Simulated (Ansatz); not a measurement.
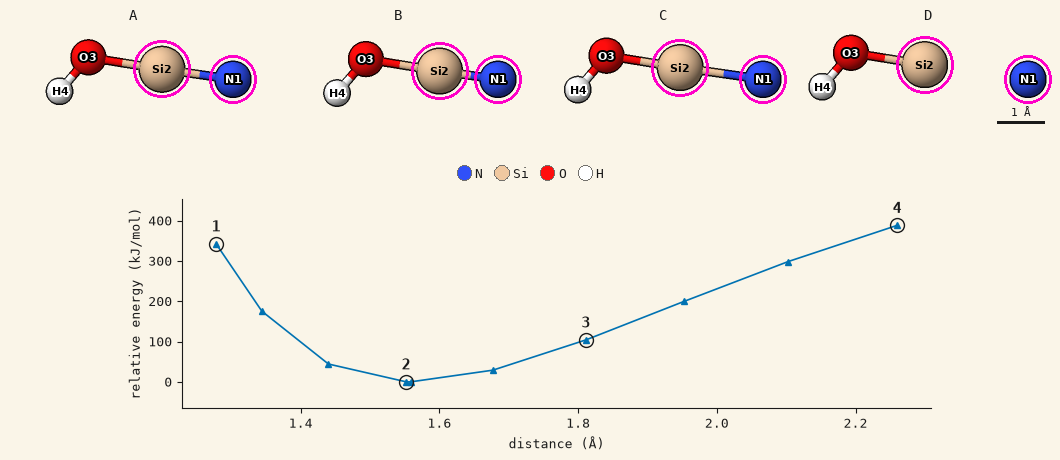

SiNHO: the N1–Si2 distance is varied, with the rest of the molecule carried along rigidly. The frames are shuffled; the numbered points of the plot belong to them. A ball-and-stick model, seen face on. The ringed atoms are those of the scanned coordinate.

Computed with Ansatz: PBE0-D4, basis def2-TZVPP, on geometries moved rigidly from the minimum at PBE0-D4/def2-TZVP. Energies are counted from the PBE0-D4/def2-TZVP minimum geometry at the same level.

Match the frames to the points.

Answer. Point 1 is frame B (the distance 1.278 Å, 343 kJ/mol); 2 is frame A (the distance 1.552 Å, 0 kJ/mol); 3 is frame C (the distance 1.811 Å, 104 kJ/mol); 4 is frame D (the distance 2.260 Å, 388 kJ/mol). The lowest computed point lies at the distance 1.558 Å (0 kJ/mol). At the ends of the scan the energy is 343 kJ/mol (1.278 Å) and 388 kJ/mol (2.260 Å). The curvature at the lowest point is about 54 eV/Å² (8.7 mdyn/Å). The well is steeper on the short side, as for any bond.
